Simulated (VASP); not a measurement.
Given:

```
TaC
1.0
    0.00000     2.23929     2.23929
    2.23929     0.00000     2.23929
    2.23929     2.23929     0.00000
Ta C
1 1
Direct
  0.00000   0.00000   0.00000
  0.50000   0.50000   0.50000
```

Computed with PBE GGA, VASP's PBE PAW potentials (set 64) (plane waves; VASP). Settings: 520 eV cut-off, 16×16×16 Γ-centred mesh, tetrahedra with Blöchl corrections, potentials Ta_pv C.

Unless said otherwise, spin-orbit coupling is left out, though it shifts the bands of the heavy elements here.

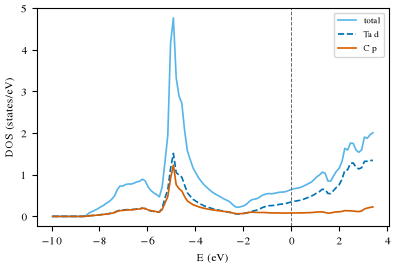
Fig. 1. Total and projected density of states, zero at the Fermi level

Within 2 eV below the Fermi level the largest weight inside VASP's projection spheres is Ta d, then C p.

It has no gap at this level: it comes out as a metal or semimetal.

The compound is TaC in the rock salt structure. It was relaxed first. The electron count is odd and the run is not spin-polarised, which forces a metal.
